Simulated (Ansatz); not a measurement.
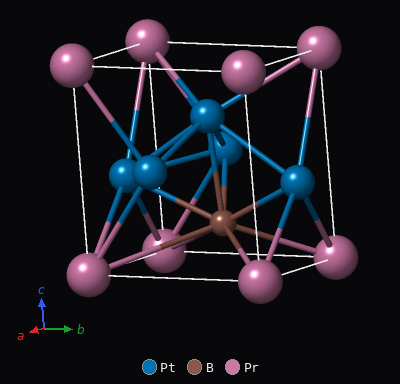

An orthographic ball-and-stick view of the structure, slightly off an axis. Atoms at the boundary of the simulation cell (the box) are drawn once for each face, edge or corner they touch.

- The solid is PrBPt3.
- Apart from translations it has no symmetry (space group P1).
- The atoms show no order inside the cell.
- With Z = 1, the cell contains 1 Pr, 1 B, 3 Pt.

The structure is a made-up disordered cell; no relaxation was done. Ansatz was used for an electronic-structure calculation on it.

At this level of theory the cell isn't at rest (forces up to 6.1 eV/Å), so its distances can differ from those at equilibrium, the more so the softer the solid.
